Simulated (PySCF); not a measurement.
# Tl2: other spin states and a change of charge

Aim: at the relaxed geometry of Tl2, try other spin states and a change of charge. It is a constructed species; whether it can be made isn't addressed.

The runs use PySCF 2.14.0; B3LYP, Tl def2-SVP with ECP60; scalar-relativistic core potentials, no spin–orbit coupling.

2 further runs of the same task are left out: 2 for a known fault of the program.

### Step 1. The system as given

2 atoms, charge 0, spin multiplicity 3.

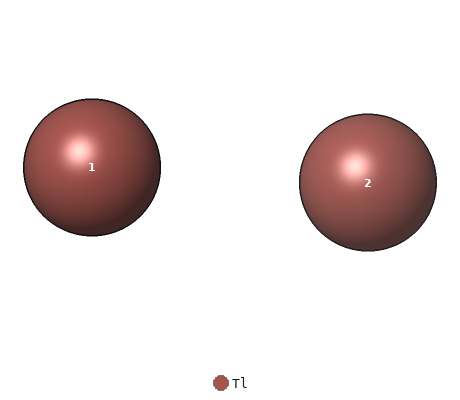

The geometry (thallium brown); atoms are numbered from 1 in the order of the file.

As a file:

```xyz
2

Tl    0.00000    0.00000    1.60189
Tl    0.00000    0.00000   -1.60189
```

An earlier session relaxed this geometry at B3LYP, Tl def2-SVP with ECP60 (triplet, point group D∞h).

Its energy there is -345.165797 Eh.

### Step 2. Multiplicity 1 at the relaxed geometry

File run.py (the lines that set the calculation):

```python
mol = gto.M(atom='''
Tl     0.00000     0.00000     1.60189
Tl     0.00000     0.00000    -1.60189''',
    basis={'Tl': 'def2-SVP'},
    ecp={'Tl': 'def2-SVP'},
    charge=0, spin=0)
mf = dft.RKS(mol, xc='B3LYP')
mf.grids.atom_grid = (50, 194)
mf = mf.density_fit()  # fitting sets: Tl def2-universal-JKFIT
mf.conv_tol = 1e-08; mf.max_cycle = 55
mf.kernel(dm0)  # dm0: free metal ions and neutral atoms
```

Launch:

```console
$ OMP_NUM_THREADS=2 python run.py
```

Output:

```text
init E= -345.261344805614
  HOMO = -0.108184095675356  LUMO = -0.0998437006868018  gap/eV = 0.22695
cycle= 1 E= -345.152629893901  delta_E= 0.109  |g|= 0.0536  |ddm|= 1.36
  HOMO = -0.114817013434924  LUMO = -0.0877776623295375  gap/eV = 0.73578
cycle= 2 E= -345.153912404325  delta_E= -0.00128  |g|= 0.0166  |ddm|= 0.198
  HOMO = -0.115548922705992  LUMO = -0.0865689977493742  gap/eV = 0.78858
cycle= 3 E= -345.154005240315  delta_E= -9.28e-05  |g|= 0.00597  |ddm|= 0.0445
  HOMO = -0.116791734086637  LUMO = -0.087619393927886  gap/eV = 0.79382
cycle= 4 E= -345.154020299442  delta_E= -1.51e-05  |g|= 0.000869  |ddm|= 0.0163
  HOMO = -0.116686433090299  LUMO = -0.0875333328613721  gap/eV = 0.79330
cycle= 5 E= -345.15402049955  delta_E= -2e-07  |g|= 0.000134  |ddm|= 0.00202
  HOMO = -0.116673074086625  LUMO = -0.0875096904379982  gap/eV = 0.79358
cycle= 6 E= -345.154020507454  delta_E= -7.9e-09  |g|= 1.75e-05  |ddm|= 0.00039
  HOMO = -0.116676045611187  LUMO = -0.0875133627180461  gap/eV = 0.79356
Extra cycle  E= -345.15402050752  delta_E= -6.54e-11  |g|= 1.27e-05  |ddm|= 7.54e-05
converged SCF energy = -345.15402050752
```

It took 0.3 s on 2 threads of Arm Neoverse V1, shared host.

Read off: E = -345.154021 Eh (+0.320 eV from the relaxed state), HOMO -3.17 eV, LUMO -2.38 eV, Mulliken charge on Tl1 +0.00 e. The gap is small, and the closed shell wasn't tested for a lower spin-broken solution.

### Step 3. Multiplicity 5 at the relaxed geometry

Edit run.py (the lines that set the calculation) of step 2 so:

```diff
@@ -5,4 +5,4 @@
     ecp={'Tl': 'def2-SVP'},
-    charge=0, spin=0)
-mf = dft.RKS(mol, xc='B3LYP')
+    charge=0, spin=4)
+mf = dft.UKS(mol, xc='B3LYP')
 mf.grids.atom_grid = (50, 194)
```

Launch:

```console
$ OMP_NUM_THREADS=2 python run.py
```

Output:

```text
init E= -345.009102366065
cycle= 1 E= -344.969898508701  delta_E= 0.0392  |g|= 0.0461  |ddm|= 1.43
cycle= 2 E= -344.972206883777  delta_E= -0.00231  |g|= 0.0159  |ddm|= 0.145
cycle= 3 E= -344.972421262194  delta_E= -0.000214  |g|= 0.00631  |ddm|= 0.0437
cycle= 4 E= -344.972459471165  delta_E= -3.82e-05  |g|= 0.000768  |ddm|= 0.0132
cycle= 5 E= -344.97245985174  delta_E= -3.81e-07  |g|= 0.000395  |ddm|= 0.00238
cycle= 6 E= -344.972459951817  delta_E= -1e-07  |g|= 2.31e-05  |ddm|= 0.000773
cycle= 7 E= -344.972459953287  delta_E= -1.47e-09  |g|= 7.86e-07  |ddm|= 0.00011
Extra cycle  E= -344.972459953287  delta_E= -6.82e-13  |g|= 3.5e-07  |ddm|= 2.76e-06
converged SCF energy = -344.972459953287  <S^2> = 6.0019117  2S+1 = 5.0007646
```

Wall time 0.4 s (2 threads of Arm Neoverse V1, shared host).

It gives: E = -344.972460 Eh (+5.261 eV from the relaxed state), HOMO -4.10 eV, LUMO -8.15 eV (over both spins), ⟨S²⟩ = 6.002, Mulliken charge on Tl1 +0.00 e. An empty level of one spin lies below a filled level of the other.

### Step 4. One electron removed, multiplicity 2

Edit run.py (the lines that set the calculation) of step 3 so:

```diff
@@ -5,3 +5,3 @@
     ecp={'Tl': 'def2-SVP'},
-    charge=0, spin=4)
+    charge=1, spin=1)
 mf = dft.UKS(mol, xc='B3LYP')
@@ -10,2 +10,2 @@
 mf.conv_tol = 1e-08; mf.max_cycle = 55
-mf.kernel(dm0)  # dm0: free metal ions and neutral atoms
+mf.kernel(dm0)  # dm0: the density of the relaxed state
```

Launch:

```console
$ OMP_NUM_THREADS=2 python run.py
```

Output:

```text
init E= -345.165797083007
  HOMO = -0.143740485471  LUMO = -0.0872194341079  gap/eV = 1.53802
cycle= 1 E= -344.959678080214  delta_E= 0.206  |g|= 0.0755  |ddm|= 0.577
  HOMO = -0.336497769803  LUMO = -0.276781464366  gap/eV = 1.62496
cycle= 2 E= -344.965027790675  delta_E= -0.00535  |g|= 0.0575  |ddm|= 0.462
  HOMO = -0.324678266677  LUMO = -0.263574833882  gap/eV = 1.66271
cycle= 3 E= -344.967399007912  delta_E= -0.00237  |g|= 0.00269  |ddm|= 0.123
  HOMO = -0.322278452466  LUMO = -0.260957512576  gap/eV = 1.66863
cycle= 4 E= -344.967405934322  delta_E= -6.93e-06  |g|= 0.000502  |ddm|= 0.0102
  HOMO = -0.322281541425  LUMO = -0.260863268869  gap/eV = 1.67128
cycle= 5 E= -344.967406160504  delta_E= -2.26e-07  |g|= 0.000152  |ddm|= 0.00177
  HOMO = -0.322283110219  LUMO = -0.260868385647  gap/eV = 1.67118
cycle= 6 E= -344.967406177676  delta_E= -1.72e-08  |g|= 2.15e-05  |ddm|= 0.000355
  HOMO = -0.322288412066  LUMO = -0.260869380252  gap/eV = 1.67130
cycle= 7 E= -344.967406178376  delta_E= -6.99e-10  |g|= 1.84e-06  |ddm|= 8.15e-05
  HOMO = -0.322288352443  LUMO = -0.260869150855  gap/eV = 1.67130
Extra cycle  E= -344.967406178383  delta_E= -7.84e-12  |g|= 5.58e-07  |ddm|= 7.18e-06
converged SCF energy = -344.967406178383  <S^2> = 0.7525316  2S+1 = 2.00253
```

Wall time 0.4 s (2 threads of Arm Neoverse V1, shared host).

Result: E = -344.967406 Eh (+5.398 eV from the relaxed state), HOMO -8.77 eV, LUMO -7.23 eV (over both spins), ⟨S²⟩ = 0.753, Mulliken charge on Tl1 +0.50 e. 

### Step 5. One electron removed, multiplicity 4

Edit run.py (the lines that set the calculation) of step 4 so:

```diff
@@ -5,3 +5,3 @@
     ecp={'Tl': 'def2-SVP'},
-    charge=1, spin=1)
+    charge=1, spin=3)
 mf = dft.UKS(mol, xc='B3LYP')
```

Launch:

```console
$ OMP_NUM_THREADS=2 python run.py
```

Output:

```text
init E= -345.165797083007
cycle= 1 E= -344.735372141122  delta_E= 0.43  |g|= 0.124  |ddm|= 1.33
cycle= 2 E= -344.749758142994  delta_E= -0.0144  |g|= 0.0877  |ddm|= 0.669
cycle= 3 E= -344.754046053005  delta_E= -0.00429  |g|= 0.0049  |ddm|= 0.166
cycle= 4 E= -344.754068255076  delta_E= -2.22e-05  |g|= 0.001  |ddm|= 0.018
cycle= 5 E= -344.754068994187  delta_E= -7.39e-07  |g|= 0.000434  |ddm|= 0.00326
cycle= 6 E= -344.754069190186  delta_E= -1.96e-07  |g|= 2.43e-05  |ddm|= 0.000935
cycle= 7 E= -344.754069191523  delta_E= -1.34e-09  |g|= 2.25e-06  |ddm|= 0.000103
Extra cycle  E= -344.754069191538  delta_E= -1.51e-11  |g|= 7.85e-07  |ddm|= 1.13e-05
converged SCF energy = -344.754069191538  <S^2> = 3.7516397  2S+1 = 4.0008198
```

Run time: 0.4 s. Hardware: 2 threads of Arm Neoverse V1, shared host.

Read off: E = -344.754069 Eh (+11.204 eV from the relaxed state), HOMO -8.87 eV, LUMO -13.39 eV (over both spins), ⟨S²⟩ = 3.752, Mulliken charge on Tl1 +0.50 e. An empty level of one spin lies below a filled level of the other.

### Step 6. One electron added, multiplicity 2

Edit run.py (the lines that set the calculation) of step 5 so:

```diff
@@ -5,3 +5,3 @@
     ecp={'Tl': 'def2-SVP'},
-    charge=1, spin=3)
+    charge=-1, spin=1)
 mf = dft.UKS(mol, xc='B3LYP')
```

Launch:

```console
$ OMP_NUM_THREADS=2 python run.py
```

Output:

```text
init E= -345.165797083007
  HOMO = -0.0872194341079  LUMO = -0.079074166345  gap/eV = 0.22164
cycle= 1 E= -345.180185716005  delta_E= -0.0144  |g|= 0.0833  |ddm|= 0.57
  HOMO = 0.0567321856284  LUMO = 0.10285196044  gap/eV = 1.25498
cycle= 2 E= -345.184870222338  delta_E= -0.00468  |g|= 0.0885  |ddm|= 0.546
  HOMO = 0.0408294046895  LUMO = 0.08693201037  gap/eV = 1.25452
cycle= 3 E= -345.19110162842  delta_E= -0.00623  |g|= 0.00532  |ddm|= 0.184
  HOMO = 0.036493740914  LUMO = 0.0820290337615  gap/eV = 1.23908
cycle= 4 E= -345.191130053684  delta_E= -2.84e-05  |g|= 0.0006  |ddm|= 0.0199
  HOMO = 0.036237275019  LUMO = 0.0818221367128  gap/eV = 1.24043
cycle= 5 E= -345.191130427904  delta_E= -3.74e-07  |g|= 0.000181  |ddm|= 0.00246
  HOMO = 0.0362376989211  LUMO = 0.0818117668111  gap/eV = 1.24013
cycle= 6 E= -345.191130453896  delta_E= -2.6e-08  |g|= 3.3e-05  |ddm|= 0.00046
  HOMO = 0.0362388394325  LUMO = 0.0818157906469  gap/eV = 1.24021
cycle= 7 E= -345.191130455504  delta_E= -1.61e-09  |g|= 2.19e-06  |ddm|= 0.00014
  HOMO = 0.0362390200515  LUMO = 0.0818159474615  gap/eV = 1.24021
Extra cycle  E= -345.191130455608  delta_E= -1.04e-10  |g|= 1.78e-06  |ddm|= 2.65e-05
converged SCF energy = -345.191130455608  <S^2> = 1.7537155  2S+1 = 2.8310532
```

Wall time 0.4 s (2 threads of Arm Neoverse V1, shared host).

It gives: E = -345.191130 Eh (-0.689 eV from the relaxed state), HOMO 0.99 eV, LUMO 2.14 eV (over both spins), ⟨S²⟩ = 1.754, Mulliken charge on Tl1 -0.50 e. The state is spin-contaminated. The highest filled level lies above zero; it isn't the detachment energy.

### Step 7. One electron added, multiplicity 4

Edit run.py (the lines that set the calculation) of step 6 so:

```diff
@@ -5,3 +5,3 @@
     ecp={'Tl': 'def2-SVP'},
-    charge=-1, spin=1)
+    charge=-1, spin=3)
 mf = dft.UKS(mol, xc='B3LYP')
```

Launch:

```console
$ OMP_NUM_THREADS=2 python run.py
```

Output:

```text
init E= -345.165797083007
  HOMO = -0.0944930601197  LUMO = -0.0872194341079  gap/eV = 0.19793
cycle= 1 E= -345.187104681092  delta_E= -0.0213  |g|= 0.0847  |ddm|= 0.575
  HOMO = 0.0504074602506  LUMO = 0.105966215862  gap/eV = 1.51183
cycle= 2 E= -345.191871325317  delta_E= -0.00477  |g|= 0.0904  |ddm|= 0.546
  HOMO = 0.0341611252769  LUMO = 0.0907361311752  gap/eV = 1.53948
cycle= 3 E= -345.198306646274  delta_E= -0.00644  |g|= 0.00552  |ddm|= 0.186
  HOMO = 0.0296197109974  LUMO = 0.0864685986163  gap/eV = 1.54694
cycle= 4 E= -345.198336551936  delta_E= -2.99e-05  |g|= 0.000659  |ddm|= 0.022
  HOMO = 0.0293237807358  LUMO = 0.0861969701025  gap/eV = 1.54760
cycle= 5 E= -345.198336960748  delta_E= -4.09e-07  |g|= 0.000277  |ddm|= 0.00282
  HOMO = 0.0293219640404  LUMO = 0.0861767947044  gap/eV = 1.54710
cycle= 6 E= -345.198337019904  delta_E= -5.92e-08  |g|= 2.56e-05  |ddm|= 0.000627
  HOMO = 0.0293225341628  LUMO = 0.0861781384115  gap/eV = 1.54712
cycle= 7 E= -345.19833702087  delta_E= -9.67e-10  |g|= 1.3e-06  |ddm|= 0.00012
  HOMO = 0.0293225818026  LUMO = 0.0861781859479  gap/eV = 1.54712
Extra cycle  E= -345.198337020874  delta_E= -3.3e-12  |g|= 4.04e-07  |ddm|= 5.91e-06
converged SCF energy = -345.198337020874  <S^2> = 3.7522953  2S+1 = 4.0011475
```

It took 0.4 s on 2 threads of Arm Neoverse V1, shared host.

Read off: E = -345.198337 Eh (-0.885 eV from the relaxed state), HOMO 0.80 eV, LUMO 2.35 eV (over both spins), ⟨S²⟩ = 3.752, Mulliken charge on Tl1 -0.50 e. The highest filled level lies above zero; it isn't the detachment energy.

### Step 8. The states side by side

| state | energy from the relaxed state (eV) | ⟨S²⟩ | time |
| --- | --- | --- | --- |
| charge 0, triplet, vacuum (relaxed) | 0 | 2.00 |  |
| charge -1, quartet, vacuum | -0.89 | 3.75 | 0.4 s |
| charge -1, doublet, vacuum | -0.69 | 1.75 | 0.4 s |
| charge 0, singlet, vacuum | 0.32 | 0.00 | 0.3 s |
| charge 0, quintet, vacuum | 5.26 | 6.00 | 0.4 s |
| charge +1, doublet, vacuum | 5.40 | 0.75 | 0.4 s |
| charge +1, quartet, vacuum | 11.20 | 3.75 | 0.4 s |

An electron taken off or put on is at rest in vacuum. 

Removing an electron vertically costs 5.40 eV (doublet), against −HOMO = 3.58 eV. Adding an electron vertically releases 0.89 eV (quartet). The singlet lies 0.32 eV above at this geometry. The bases are small and lack diffuse functions. Spin–orbit coupling is left out for this open shell, where it can reorder the states. Open shells may have lower solutions than the one found.
